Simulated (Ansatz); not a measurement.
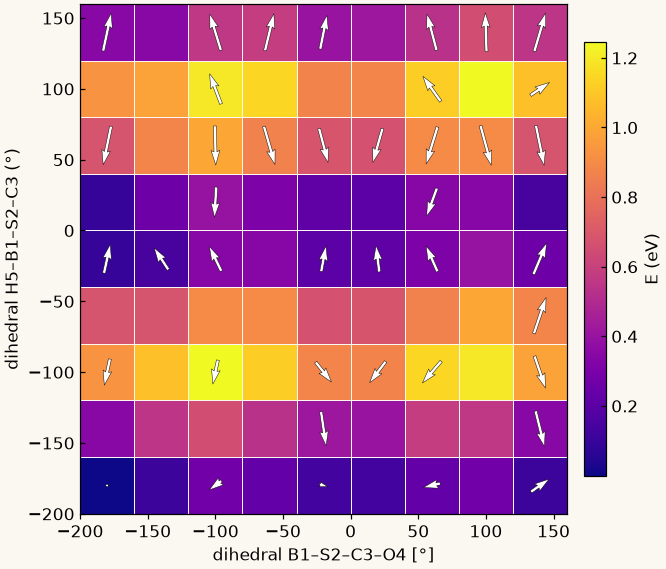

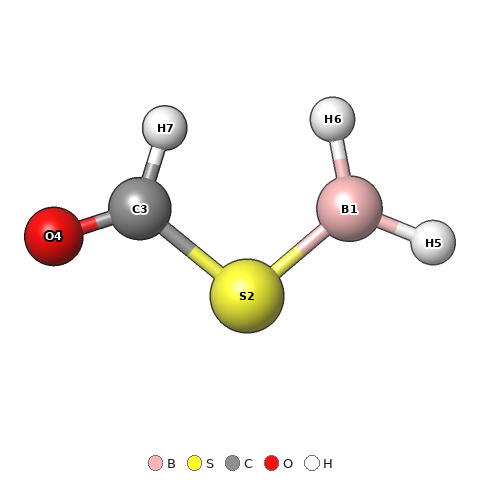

Energy landscape of CH₃BOS, SMILES BSC=O. The first coordinate is: dihedral B1–S2–C3–O4; the second: dihedral H5–B1–S2–C3. Nothing is relaxed (all other coordinates rigid). Grid: 9 × 9 points; 41 points were computed and 40 follow by symmetry. Points are written as (first, second). Energies: eV, counted from the relaxed molecule at the same level. Energies and slopes of some neighbouring points disagree (a jump in structure or state, or too coarse a mesh). Computed with RKS r2SCAN-D4/def2-TZVP in Ansatz 0.2.0.

Drawn: one coloured cell a grid point, arrows along the force (downhill), their lengths compressed. The second picture is the structure at the lowest point.

### Where are the lowest and the highest points?

The lowest grid point is at (−180°, −180°), 0.00 eV from the relaxed molecule at the same level. Other grid points that lie below all their neighbours: (−180°, −20°) (0.10 eV higher); (−20°, −180°) (0.13 eV higher); (−20°, −20°) (0.20 eV higher). The highest grid point, (−100°, −100°), lies 1.25 eV above the lowest.

The values on the grid:

| dihedral H5–B1–S2–C3 ↓, dihedral B1–S2–C3–O4 → | −180 | −140 | −100 | −60 | −20 | 20 | 60 | 100 | 140 |
| --- | --- | --- | --- | --- | --- | --- | --- | --- | --- |
| 140 | 0.35 | 0.35 | 0.56 | 0.58 | 0.40 | 0.41 | 0.53 | 0.65 | 0.55 |
| 100 | 0.93 | 0.98 | 1.19 | 1.14 | 0.87 | 0.88 | 1.12 | 1.25 | 1.08 |
| 60 | 0.68 | 0.88 | 1.00 | 0.86 | 0.69 | 0.67 | 0.90 | 0.90 | 0.68 |
| 20 | 0.10 | 0.26 | 0.40 | 0.31 | 0.21 | 0.20 | 0.34 | 0.34 | 0.14 |
| −20 | 0.10 | 0.14 | 0.34 | 0.34 | 0.20 | 0.21 | 0.31 | 0.40 | 0.26 |
| −60 | 0.68 | 0.68 | 0.90 | 0.90 | 0.67 | 0.69 | 0.86 | 1.00 | 0.88 |
| −100 | 0.93 | 1.08 | 1.25 | 1.12 | 0.88 | 0.87 | 1.14 | 1.19 | 0.98 |
| −140 | 0.35 | 0.55 | 0.65 | 0.53 | 0.41 | 0.40 | 0.58 | 0.56 | 0.35 |
| −180 | 0.00 | 0.11 | 0.27 | 0.23 | 0.13 | 0.13 | 0.23 | 0.27 | 0.11 |

The input of one point:

```yaml
crystal:
  periodic: [false, false, false]
  atoms:
    - { symbol: B, position_ang: [0.356145, -0.503303, -1.232828] }
    - { symbol: S, position_ang: [0.458426, -1.001307, 0.462461] }
    - { symbol: C, position_ang: [-0.316726, 0.429184, 1.278736] }
    - { symbol: O, position_ang: [-0.454974, 0.506969, 2.458257] }
    - { symbol: H, position_ang: [0.791746, -1.24521, -2.052805] }
    - { symbol: H, position_ang: [-0.138976, 0.54707, -1.507897] }
    - { symbol: H, position_ang: [-0.63463, 1.198554, 0.54835] }
basis:
  gaussian: { orbitals: def2-TZVP }
hamiltonian:
  xc: r2scan
  dispersion: d4
output:
  forces: true
```

The whole map (41 points run) took 6.1 min on 1 thread of AMD EPYC 7R43 64-Core Processor (Zen 3) (shared host).
